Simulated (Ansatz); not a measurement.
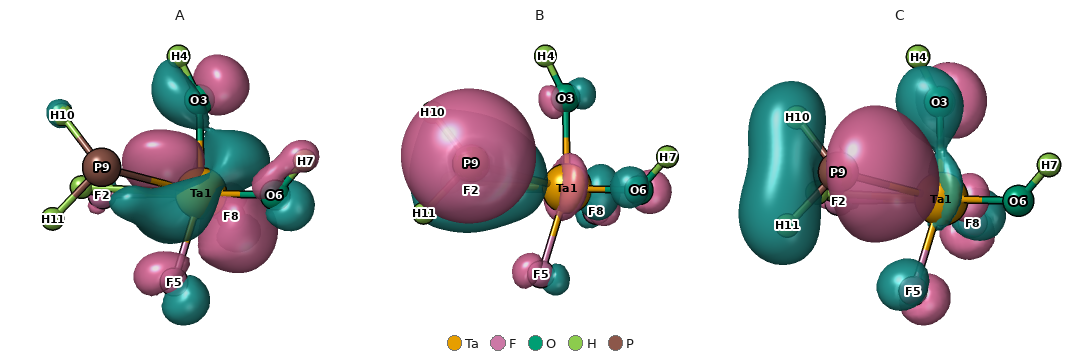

Figure 1: F$_{3}$H$_{5}$O$_{2}$PTa. Three frontier orbitals at ±0.1 Å⁻³ᐟ² (teal and pink are the two phases), in no order.

Core potentials replace the inner electrons of Ta.

Level of theory: RKS PBE/def2-SVP in Ansatz 0.2.0.

Input

```
crystal:
  periodic: [false, false, false]
  atoms:
    - { symbol: Ta, position_ang: [-0.356624, 0.532261, 0.237311] }
    - { symbol: F, position_ang: [2.51874, -0.641842, 0.579454] }
    - { symbol: O, position_ang: [-0.47527, -0.181844, 1.9922] }
    - { symbol: H, position_ang: [-0.078672, -0.581232, 2.783109] }
    - { symbol: F, position_ang: [0.384413, 1.288977, -1.348009] }
    - { symbol: O, position_ang: [-2.051223, 1.364464, 0.115996] }
    - { symbol: H, position_ang: [-2.736437, 1.541089, 0.784347] }
    - { symbol: F, position_ang: [-0.234683, -1.178308, -0.573242] }
    - { symbol: P, position_ang: [1.124874, 2.296175, 1.299774] }
    - { symbol: H, position_ang: [1.880927, 1.627719, 2.321303] }
    - { symbol: H, position_ang: [2.21629, 2.521297, 0.393762] }
    - { symbol: H, position_ang: [2.662466, 0.279044, 0.656495] }
basis:
  gaussian: { orbitals: def2-SVP }
hamiltonian:
  xc: pbe
relax:
  f_tol: 0.03
  max_steps: 50
output:
  orbitals: {}
```

Launched as:

```sh
ansatz run input.yaml --threads 4 --pin off --max-ram 5120MiB --backend cpu --events-out ev --progress --plain --runs-dir out
```

The fields are those of the run's last geometry, not of the input's.

Which picture is the HOMO−1, the HOMO and the LUMO?

C is the HOMO−1 (−7.68 eV). It lies mainly on P9 (about 50 %), O3 (about 10 %), Ta1 (about 10 %), H11 (about 10 %) and H10 (about 5 %). B is the HOMO (−5.90 eV). Its weight (Hirshfeld) is mainly on P9 (about 65 %), Ta1 (about 10 %) and F2 (about 5 %). A is the LUMO (−2.40 eV). By Hirshfeld shares it lies mainly on Ta1 (about 65 %), O3 (about 10 %) and F5 (about 10 %).

What is the HOMO–LUMO gap?

3.50 eV between the orbital energies.
